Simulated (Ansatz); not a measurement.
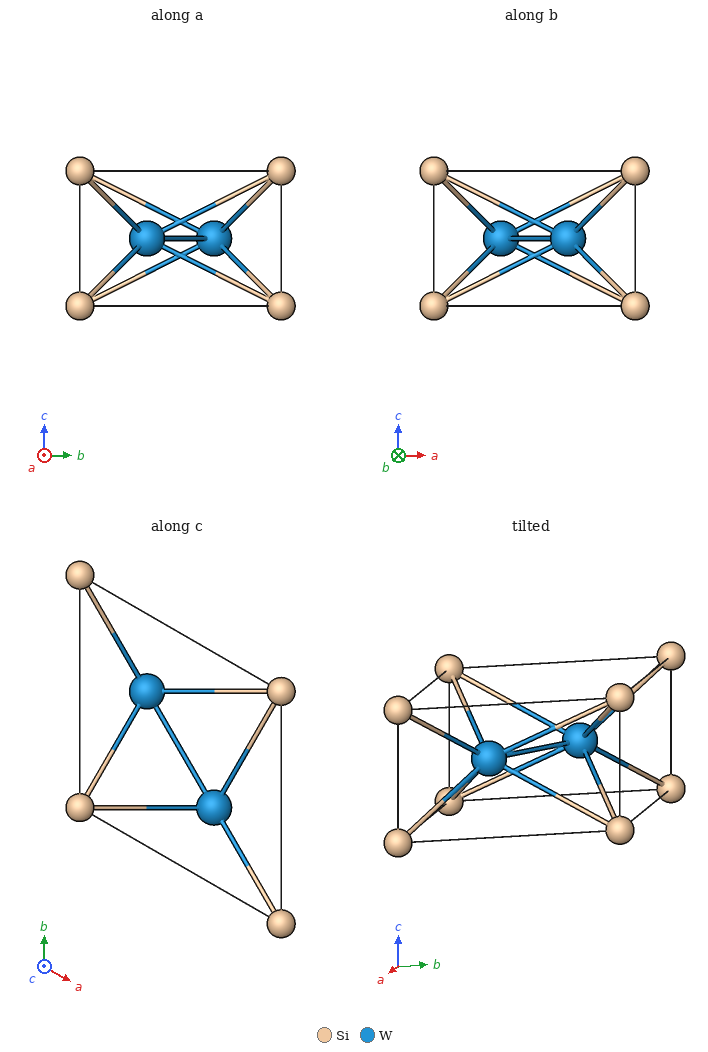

This ball-and-stick model is shown along the a axis, along the b axis, along the c axis and slightly off an axis. One conventional unit cell is outlined, and atoms on its boundary appear in each equivalent place.

Lattice parameters: a = 4.5528 Å, b = 4.5528 Å, c = 2.6449 Å, α = 90.000°, β = 90.000°, γ = 120.000°.

Question: Express the structure as a CIF in P1 with every atom of the cell.

Answer:
```cif
data_structure
_symmetry_space_group_name_H-M 'P 1'
_symmetry_Int_Tables_number 1
_cell_length_a 4.5528
_cell_length_b 4.5528
_cell_length_c 2.6449
_cell_angle_alpha 90.000
_cell_angle_beta 90.000
_cell_angle_gamma 120.000
_cell_volume 47.48
loop_
_atom_site_label
_atom_site_type_symbol
_atom_site_fract_x
_atom_site_fract_y
_atom_site_fract_z
_atom_site_occupancy
Si1 Si 0.0000 0.0000 0.0000 1
W1 W 0.3333 0.6667 0.5000 1
W2 W 0.6667 0.3333 0.5000 1
```

Provenance: a structure type filled with these elements by a generator (whether the compound takes this form wasn't checked). Earlier steps of the study may have refined or changed the cell and positions. A calculation with Ansatz used it as input.
